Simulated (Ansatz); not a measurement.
The starting structures come from a database of crystals and need not be the phases stable at ambient conditions.

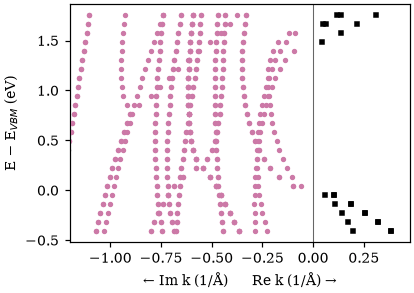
Figure. Complex bands at the centre of the two-dimensional zone; PBEsol (Ansatz, a program for electronic structure)

The gap is the functional's own, uncorrected, and κ follows it; spin-orbit coupling is left out. Mid-gap values are interpolated between the computed energies.

This is Mg(ScS$_{2}$)$_{2}$ (Fd-3m, spinel, not sure to be the ambient phase, 14 atoms a cell, 21.7 Å³ an atom, -2 GPa at this level) along the normal of (001). Read off the slowest decay at the centre of the two-dimensional zone at 0.77 eV, the computed energy nearest the middle of the gap.

κ ≈ 0.21 1/Å, a decay length 1/(2κ) of the density of 2.4 Å.
